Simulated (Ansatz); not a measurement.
# ClH8NSi3: how energies converge with the basis set

Aim: see how fast density functionals converge with the basis set for ClH8NSi3.

Program: Ansatz 0.2.0, Gaussian basis. Level of theory: one geometry, several basis sets. These are calculated values, not measurements.

Levels to be run: PBE0-D4/def2-SVP; ωB97M-V/def2-SVP; PBE0-D4/def2-QZVPP; ωB97M-V/def2-QZVPP; the functionals' def2-TZVPP values are taken from earlier runs.

### Step 1. Structure used throughout

The geometry comes from an earlier relaxation with PBE0-D4 in a triple-zeta def2 set; it is a stationary point, not always the lowest conformer.

13 atoms, charge 0, spin multiplicity 1.

Atoms are counted from 1 here; the program's logs count them from 0.

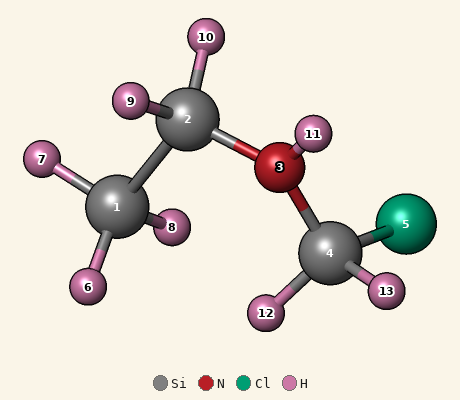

The geometry (silicon grey, nitrogen red, chlorine teal, hydrogen pink); atoms are numbered from 1 in the order of the file.

### Step 2. PBE0-D4 in def2-SVP

Input file in.yaml:

```yaml
crystal:
  periodic: [false, false, false]
  atoms:
    - {symbol: Si, position_ang: [0.118936, 1.913389, -0.604066]}
    - {symbol: Si, position_ang: [0.456788, -0.300935, -1.290783]}
    - {symbol: N, position_ang: [0.299145, -1.397437, 0.051348]}
    - {symbol: Si, position_ang: [-0.374642, -1.076279, 1.585666]}
    - {symbol: Cl, position_ang: [-2.436315, -1.170266, 1.614351]}
    - {symbol: H, position_ang: [1.159237, 2.351939, 0.363389]}
    - {symbol: H, position_ang: [0.208773, 2.765203, -1.821604]}
    - {symbol: H, position_ang: [-1.223750, 2.092579, 0.008797]}
    - {symbol: H, position_ang: [1.814450, -0.438397, -1.889062]}
    - {symbol: H, position_ang: [-0.520645, -0.622083, -2.369911]}
    - {symbol: H, position_ang: [0.440942, -2.375274, -0.165925]}
    - {symbol: H, position_ang: [-0.022675, 0.306797, 1.973990]}
    - {symbol: H, position_ang: [0.100057, -2.084034, 2.558710]}
basis:
  gaussian: {orbitals: def2-SVP}
hamiltonian: {xc: pbe0, dispersion: d4}
output: {orbitals: {seedname: orbitals}}
```

Further steps of the session: ωB97M-V in def2-SVP; PBE0-D4 in def2-QZVPP; ωB97M-V in def2-QZVPP.

Before running them: what should the planned runs give, taken together? Wanted: PBE0-D4: double and triple zeta above quadruple; ωB97M-V: double and triple zeta above quadruple.

**Answer**, as computed:

```
                                       quantity           value
PBE0-D4: double and triple zeta above quadruple  15.92, 1.28 eV
ωB97M-V: double and triple zeta above quadruple  15.94, 1.20 eV
```

In words: PBE0-D4 gains 14.64 eV from double to triple zeta, then 1.28 eV more. Total energies overstate the basis error of differences, where much of it tends to cancel. The LUMO of ωB97M-V is positive and keeps falling with the basis (1.69 to 0.87 eV): an unbound level that the basis holds in place.
